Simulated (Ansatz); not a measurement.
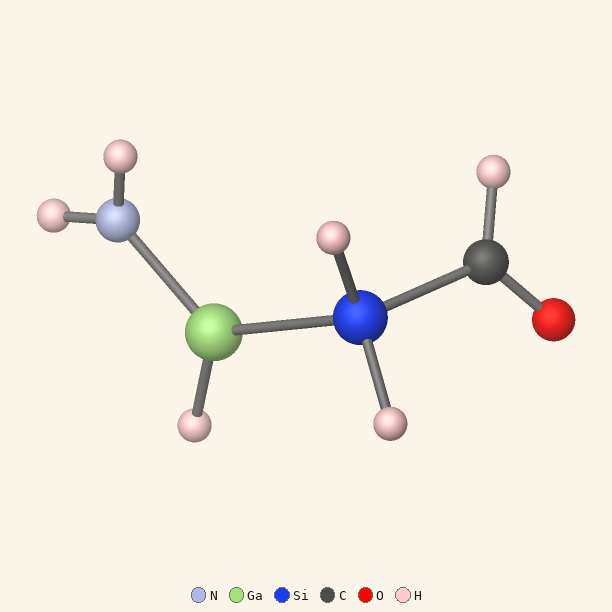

Computed geometry: PBE0-D4/def2-TZVP optimisation. No frequency run is at hand to confirm it as a minimum.

Give the structural formula.

SMILES: [NH2][GaH][SiH2]C=O

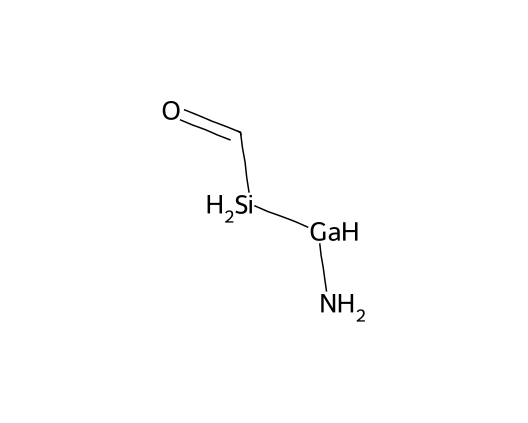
